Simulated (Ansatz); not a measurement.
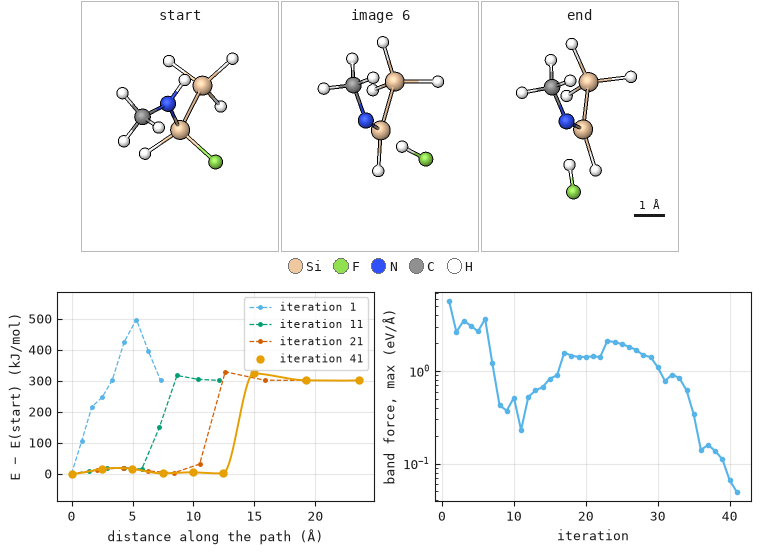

A search for the minimum-energy path of CH8FNSi2 by the nudged elastic band. Images are numbered from 0 (start) to 8 (end). The plot follows the band through its iterations. The picture is a ball-and-stick view, seen from a free direction.

Level of theory: Ansatz, UKS PBE0/def2-SVP. Set-up: 7 movable images; climbing image; force threshold 0.05 eV/Å; iteration limit 60; starting path through a guess of the saddle point.

Question: Judge this run.

Answer: The run is converged, with reservations. The band converged in 41 iterations. The largest component of the band force went from 5.7 to 0.049 eV/Å. The climbing image converged on the top of the path. Its vibrational analysis gives one imaginary mode (231i cm⁻¹), as a transition state must have. The first iteration put the highest image at 497.4 kJ/mol. The energy climbs by 323.8 kJ/mol to image 6 and then falls by 22.7 kJ/mol, so the end point sits at +301.1 kJ/mol.

The run took 21 min on 4 threads of Arm Neoverse N1, with other jobs on the host, peak memory 0.45 GiB.
